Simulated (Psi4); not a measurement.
# CH4N (methyl amino radical): levels of theory compared

Aim: a comparison of 4 runs (UHF/STO-3G, U-wB97X-V/def2-TZVP, UHSE06/def2-TZVP, UTPSSh/def2-TZVP) of CH4N (methyl amino radical). 

Program for the calculation: Psi4 1.11.

1 further run of the same task is left out (set aside as unsound or not needed).

### 1 The molecule

CH4N: 6 atoms, total charge 0, spin state doublet. SMILES: `C[NH]`. The C1–H3 distance was set to 1.982 Å, away from the relaxed value. At this shape a bond of the SMILES string is far longer than usual.

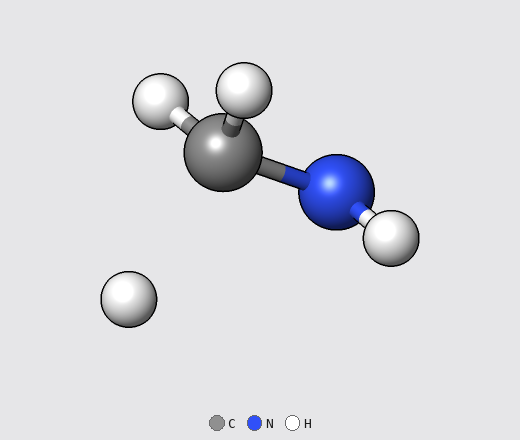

The structure, seen from a chosen angle (carbon grey, nitrogen blue, hydrogen white).

### 2 Energy and forces at UHF/STO-3G (run 1)

job.py

```python
import psi4

psi4.set_memory('1600 MB')
psi4.set_num_threads(1)
psi4.core.set_output_file('psi4.out', False)

m = psi4.geometry("""
0 2
C      0.091263    -0.790750     0.457673
N     -0.124837    -0.094350     1.687373
H     -0.267300     0.373500    -1.106000
H     -0.553537    -1.668750     0.391273
H      1.138263    -1.114550     0.352773
H      0.512963     0.707650     1.691673
symmetry c1
""")

options = {'basis': 'STO-3G', 'reference': 'uhf', 'puream': True, 'e_convergence': 1e-09, 'd_convergence': 1e-08, 'scf_type': 'pk', 'maxiter': 200}
psi4.set_options(options)

E, wfn = psi4.gradient('hf', return_wfn=True)
psi4.oeprop(wfn, 'QUADRUPOLE', 'MULLIKEN_CHARGES', 'WIBERG_LOWDIN_INDICES', title='HF')
print('gradient / Eh bohr^-1')
print(E.np.round(6))
print(f'energy = {wfn.energy():.10f} Eh')
```

Launch:

```sh
python job.py
```

psi4.out:

```text
[...]
  Running in c1 symmetry.
[...]
  Nuclear repulsion =   34.304649237027739
[...]
  Multiplicity = 2
[...]
  Nalpha       = 9
  Nbeta        = 8
[...]
    Number of basis functions: 14
[...]
   @UHF iter   1:   -93.11983774004695   -1.84374e+00   2.19092e-02 DIIS/ADIIS
[...]
   @UHF iter  17:   -93.28124135700632   -1.13687e-13   4.90559e-09 DIIS
[...]
   @S^2 Observed:                1.388091161E+00
[...]
    Orbital Energies [Eh]
    ---------------------
    Alpha Occupied:
       1A    -15.347379     2A    -11.049799     3A     -1.145962
       4A     -0.791491     5A     -0.588611     6A     -0.515486
       7A     -0.487730     8A     -0.419397     9A     -0.384986
    Alpha Virtual:
      10A      0.301240    11A      0.621495    12A      0.710009
      13A      0.721056    14A      0.763701
    Beta Occupied:
       1A    -15.321696     2A    -11.077234     3A     -1.073749
[...]
  @UHF Final Energy:   -93.28124135700632
   => Energetics <=
    Nuclear Repulsion Energy =             34.3046492370277392
    One-Electron Energy =                -194.2803534413716307
    Two-Electron Energy =                  66.6944628473375616
    Total Energy =                        -93.2812413570063228
  UHF NO Occupations:
  HONO-2 :    7  A 1.9963953
  HONO-1 :    8  A 1.6144609
[...]
  -Total Gradient:
     Atom            X                  Y                   Z
    ------   -----------------  -----------------  -----------------
       1       -0.015046438868     0.013120554882    -0.017178414426
       2        0.036656015545     0.012498459687     0.010834595333
       3       -0.004518075030     0.015957453143    -0.021003461370
       4        0.007481468004    -0.006013421655     0.010223927375
       5        0.003222881918    -0.015116540692     0.017891455674
       6       -0.027795851569    -0.020446505365    -0.000768102587
[...]
 Multipole Moments:
 ------------------------------------------------------------------------------------
     Multipole            Electronic (a.u.)      Nuclear  (a.u.)        Total (a.u.)
 ------------------------------------------------------------------------------------
 L = 1.  Multiply by 2.5417464519 to convert [e a0] to [Debye]
 Dipole X            :         -0.2600752            0.7558792            0.4958039
 Dipole Y            :          0.0982050           -0.0327864            0.0654186
 Dipole Z            :          2.1852865           -2.5584789           -0.3731924
 Magnitude           :                                                    0.6239981
 L = 2.  Multiply by 1.3450342976 to convert [e a0^2] to [Debye ang]
 Quadrupole XX       :        -16.8058917            7.4640708           -9.3418209
 Quadrupole XY       :          1.2086064           -0.7927107            0.4158957
[...]
  Mulliken Charges: (a.u.)
   Center  Symbol    Alpha    Beta     Spin     Total
       1     C     2.50279  3.53303 -1.03024 -0.03581
       2     N     4.14347  3.08388  1.05959 -0.22735
       3     H     0.95583  0.05003  0.90580 -0.00586
       4     H     0.49341  0.44146  0.05195  0.06513
       5     H     0.51224  0.42598  0.08626  0.06178
       6     H     0.39226  0.46562 -0.07336  0.14212
   Total alpha =  9.00000, Total beta =  8.00000, Total charge =  0.00000
  Wiberg Bond Indices using Orthogonal Lowdin Orbitals:
[...]
```

The script printed:

```text
gradient / Eh bohr^-1
[[-0.015046  0.013121 -0.017178]
 [ 0.036656  0.012498  0.010835]
 [-0.004518  0.015957 -0.021003]
 [ 0.007481 -0.006013  0.010224]
 [ 0.003223 -0.015117  0.017891]
 [-0.027796 -0.020447 -0.000768]]
energy = -93.2812413570 Eh
```

It took 1.5 s on 1 thread of Intel Xeon 6975P-C (Granite Rapids), shared host; peak memory 0.18 GiB.

### 3 A single-point energy at U-wB97X-V/def2-TZVP (run 2)

run.py

```python
import numpy as np
from ase.calculators.psi4 import Psi4
from ase import Atoms

atoms = Atoms(['C', 'N', 'H', 'H', 'H', 'H'], positions=[
    [0.091263, -0.790750, 0.457673],
    [-0.124837, -0.094350, 1.687373],
    [-0.267300, 0.373500, -1.106000],
    [-0.553537, -1.668750, 0.391273],
    [1.138263, -1.114550, 0.352773],
    [0.512963, 0.707650, 1.691673],
])
calc = Psi4(atoms=atoms, method='wb97x-v', basis='def2-TZVP', memory='1600MB', num_threads=1, charge=0, multiplicity=2, label='ch4n', reference='uks')
calc.psi4.set_options({'puream': True, 'e_convergence': 1e-09, 'd_convergence': 1e-08, 'scf_type': 'pk', 'dft_radial_points': 99, 'dft_spherical_points': 590, 'maxiter': 200})
atoms.calc = calc

print(f'energy: {atoms.get_potential_energy():.6f} eV')
```

Launch:

```sh
python run.py
```

ch4n.dat:

```text
[...]
  Running in c1 symmetry.
[...]
  Nuclear repulsion =   34.304649237027739
[...]
  Multiplicity = 2
[...]
  Nalpha       = 9
  Nbeta        = 8
[...]
    Number of basis functions: 86
[...]
   @UKS iter   1:   -94.82189862897054   -5.82282e-01   7.24034e-03 DIIS/ADIIS
[...]
   @UKS iter  19:   -95.08784783008309   -2.35900e-12   3.34739e-09 DIIS
[...]
   @S^2 Observed:                9.114059977E-01
[...]
    Orbital Energies [Eh]
    ---------------------
    Alpha Occupied:
       1A    -14.440628     2A    -10.340398     3A     -1.017206
       4A     -0.763458     5A     -0.588450     6A     -0.527893
       7A     -0.486242     8A     -0.402587     9A     -0.375007
    Alpha Virtual:
      10A      0.030651    11A      0.126519    12A      0.157677
      13A      0.196230    14A      0.227108    15A      0.302009
      16A      0.327385    17A      0.346850    18A      0.386636
      19A      0.433485    20A      0.473344    21A      0.483677
      22A      0.486610    23A      0.551188    24A      0.566957
      25A      0.591809    26A      0.670080    27A      0.776739
[...]
  @UKS Final Energy:   -95.08784783008309
   => Energetics <=
    Nuclear Repulsion Energy =             34.3046492370277392
    One-Electron Energy =                -195.2472976260552855
    Two-Electron Energy =                  75.0762680679677317
    DFT Exchange-Correlation Energy =      -9.2906089001036580
    Empirical Dispersion Energy =           0.0000000000000000
    VV10 Nonlocal Energy =                  0.0691413910803845
    Total Energy =                        -95.0878478300830920
[...]
 Multipole Moments:
 ------------------------------------------------------------------------------------
     Multipole            Electronic (a.u.)      Nuclear  (a.u.)        Total (a.u.)
 ------------------------------------------------------------------------------------
 L = 1.  Multiply by 2.5417464519 to convert [e a0] to [Debye]
 Dipole X            :         -0.1782262            0.7558792            0.5776529
 Dipole Y            :         -0.0431544           -0.0327864           -0.0759407
 Dipole Z            :          2.2274256           -2.5584789           -0.3310532
 Magnitude           :                                                    0.6701091
[...]
```

The script printed:

```text
energy: -2587.472134 eV
```

It took 1.7 min on 1 thread of Intel Xeon 6975P-C (Granite Rapids), shared host; peak memory 0.78 GiB.

Run 3 isn't shown in full; the table further down has it.

### 4 Energy and forces at UTPSSh/def2-TZVP (run 4)

job.json

```json
{
  "schema_name": "qcschema_input",
  "schema_version": 1,
  "molecule": {
    "schema_name": "qcschema_molecule",
    "schema_version": 2,
    "symbols": ["C", "N", "H", "H", "H", "H"],
    "geometry": [0.17246208, -1.49430093, 0.86487662, -0.23590774, -0.17829566, 3.18867284, -0.50512379, 0.70581271, -2.09003709, -1.04603333, -3.15348047, 0.73939881, 2.15100533, -2.10619425, 0.66664435, 0.96935958, 1.33726469, 3.19679866],
    "molecular_charge": 0,
    "molecular_multiplicity": 2,
    "fix_symmetry": "c1"
  },
  "driver": "gradient",
  "model": {
    "method": "tpssh",
    "basis": "def2-TZVP"
  },
  "keywords": {
    "reference": "uks",
    "puream": true,
    "e_convergence": 1e-09,
    "d_convergence": 1e-08,
    "scf_type": "pk",
    "dft_radial_points": 99,
    "dft_spherical_points": 590,
    "maxiter": 200,
    "scf_properties": ["QUADRUPOLE", "DIPOLE", "MULLIKEN_CHARGES"]
  }
}
```

Launch:

```sh
psi4 --qcschema job.json -n 1 --memory 1600MB
```

stdout:

```text
[...]
  Running in c1 symmetry.
[...]
  Nuclear repulsion =   34.304649241531010
[...]
  Multiplicity = 2
[...]
  Nalpha       = 9
  Nbeta        = 8
[...]
    Number of basis functions: 86
[...]
   @UKS iter   1:   -94.67392111381832   -1.80390e-01   9.82077e-03 DIIS/ADIIS
[...]
   @UKS iter  16:   -95.13880723010223   -1.96110e-12   5.19880e-09 DIIS
[...]
   @S^2 Observed:                8.889888238E-01
[...]
    Orbital Energies [Eh]
    ---------------------
    Alpha Occupied:
       1A    -14.281850     2A    -10.181116     3A     -0.864740
       4A     -0.623193     5A     -0.458781     6A     -0.402755
       7A     -0.362153     8A     -0.285234     9A     -0.265829
    Alpha Virtual:
      10A     -0.070153    11A      0.045232    12A      0.077560
      13A      0.114105    14A      0.144163    15A      0.218067
      16A      0.241445    17A      0.253701    18A      0.289967
      19A      0.340729    20A      0.370724    21A      0.382009
      22A      0.386974    23A      0.447281    24A      0.466701
      25A      0.490690    26A      0.572294    27A      0.670063
[...]
  @UKS Final Energy:   -95.13880723010223
   => Energetics <=
    Nuclear Repulsion Energy =             34.3046492415310098
    One-Electron Energy =                -195.3299401361543062
    Two-Electron Energy =                  78.2316268571237003
    DFT Exchange-Correlation Energy =     -12.3451431926026167
    Empirical Dispersion Energy =           0.0000000000000000
    VV10 Nonlocal Energy =                  0.0000000000000000
    Total Energy =                        -95.1388072301022305
[...]
 Multipole Moments:
 ------------------------------------------------------------------------------------
     Multipole            Electronic (a.u.)      Nuclear  (a.u.)        Total (a.u.)
 ------------------------------------------------------------------------------------
 L = 1.  Multiply by 2.5417464519 to convert [e a0] to [Debye]
 Dipole X            :         -0.1966318            0.7558791            0.5592474
 Dipole Y            :         -0.0405067           -0.0327864           -0.0732930
 Dipole Z            :          2.2570829           -2.5584789           -0.3013960
 Magnitude           :                                                    0.6395068
 L = 2.  Multiply by 1.3450342976 to convert [e a0^2] to [Debye ang]
 Quadrupole XX       :        -17.9187859            7.4640708          -10.4547151
 Quadrupole XY       :          1.4199970           -0.7927107            0.6272862
[...]
  Mulliken Charges: (a.u.)
   Center  Symbol    Alpha    Beta     Spin     Total
       1     C     2.90475  3.33025 -0.42551 -0.23500
       2     N     4.00349  3.29532  0.70817 -0.29880
       3     H     0.84091  0.14715  0.69375  0.01194
       4     H     0.42326  0.42255  0.00071  0.15419
       5     H     0.44697  0.40160  0.04537  0.15144
       6     H     0.38063  0.40312 -0.02249  0.21625
   Total alpha =  9.00000, Total beta =  8.00000, Total charge = -0.00000
[...]
  -Total Gradient:
     Atom            X                  Y                   Z
    ------   -----------------  -----------------  -----------------
       1        0.001600372406    -0.015499878147    -0.058872768120
       2        0.006222115823     0.014956765215     0.062376144392
       3       -0.006853004271     0.022178366026    -0.027694519988
       4        0.007473347796    -0.007875421178     0.009921696188
       5       -0.000210107627    -0.016897326329     0.018651423321
       6       -0.008232988636     0.003137933072    -0.004381402749
[...]
```

The result, in JSON:

```text
{
 "driver": "gradient",
 "model": {
  "method": "tpssh",
  "basis": "def2-TZVP"
 },
 "success": true,
 "return_result": [0.001600372406319897, -0.015499878146724863, -0.05887276811974654, 0.006222115822800134, 0.014956765214645798, 0.06237614439247549, -0.00685300427118135, 0.022178366025535894, -0.02769451998750236, 0.0074733477956529515, -0.007875421177838626, 0.009921696188403556, -0.0002101076274384217, -0.016897326329469067, 0.01865142332062721, -0.008232988635748117, 0.0031379330719495946, -0.004381402748871619],
 "properties": {
  "calcinfo_nbasis": 86,
  "calcinfo_nmo": 86,
  "calcinfo_nalpha": 9,
  "calcinfo_nbeta": 8,
  "calcinfo_natom": 6,
  "nuclear_repulsion_energy": 34.30464924153101,
  "return_energy": -95.13880723010223,
  "return_gradient": [0.001600372406319897, -0.015499878146724863, -0.05887276811974654, 0.006222115822800134, 0.014956765214645798, 0.06237614439247549, -0.00685300427118135, 0.022178366025535894, -0.02769451998750236, 0.0074733477956529515, -0.007875421177838626, 0.009921696188403556, -0.0002101076274384217, -0.016897326329469067, 0.01865142332062721, -0.008232988635748117, 0.0031379330719495946, -0.004381402748871619],
  "scf_one_electron_energy": -195.3299401361543,
  "scf_two_electron_energy": 78.2316268571237,
  "scf_xc_energy": -12.345143192602617,
  "scf_dipole_moment": [0.5592473581319888, -0.07329303956204736, -0.30139596902994814],
  "scf_total_energy": -95.13880723010223,
  "scf_total_gradient": [0.001600372406319897, -0.015499878146724863, -0.05887276811974654, 0.006222115822800134, 0.014956765214645798, 0.06237614439247549, -0.00685300427118135, 0.022178366025535894, -0.02769451998750236, 0.0074733477956529515, -0.007875421177838626, 0.009921696188403556, -0.0002101076274384217, -0.016897326329469067, 0.01865142332062721, -0.008232988635748117, 0.0031379330719495946, -0.004381402748871619],
  "scf_iterations": 16
 }
}
```

It took 56 s on 1 thread of Intel Xeon 6975P-C (Granite Rapids), shared host; peak memory 0.98 GiB.

### 5 All runs side by side

```csv
run,level,task,integration grid,energy (Eh),dipole moment (D),HOMO energy (eV),LUMO energy (eV),wall time
1,UHF/STO-3G,gradient,–,-93.281241,1.59,-9.01,7.91,1.5 s
2,U-wB97X-V/def2-TZVP,energy,99 radial × 590 angular,-95.087848,1.70,-10.09,-0.91,1.7 min
3,UHSE06/def2-TZVP,gradient,99 radial × 590 angular,-95.018319,1.67,-7.24,-3.28,45 s
4,UTPSSh/def2-TZVP,gradient,99 radial × 590 angular,-95.138807,1.63,-6.93,-3.44,56 s
```

### 6 Summary of results

| quantity | value |
| --- | --- |
| run 4: total energy | -95.13881 Eh |
| run 4: dipole moment | 1.63 D |
| run 4: HOMO energy (highest over α and β) | -6.93 eV |
| run 4: LUMO energy (lowest over α and β) | -3.44 eV |
| run 4: ⟨S²⟩ | 0.889 |
| run 4: largest force on an atom | 3.314 eV/Å |

**Reading.** The dipole moment (its size) runs from 1.59 D (UHF/STO-3G) to 1.70 D (U-wB97X-V/def2-TZVP). The two ends differ in method and basis. Totals of different functionals can't be ranked against each other. In run 1 the basis is minimal, so the values are rough. Spin contamination of the reference: run 1 ⟨S²⟩ = 1.39, run 2 ⟨S²⟩ = 0.91, run 3 ⟨S²⟩ = 0.90, run 4 ⟨S²⟩ = 0.89. Where it is this large, the reference is a mixture of spin states, and values that rest on it are in doubt. All runs together took 3.4 min, the longest 1.7 min.
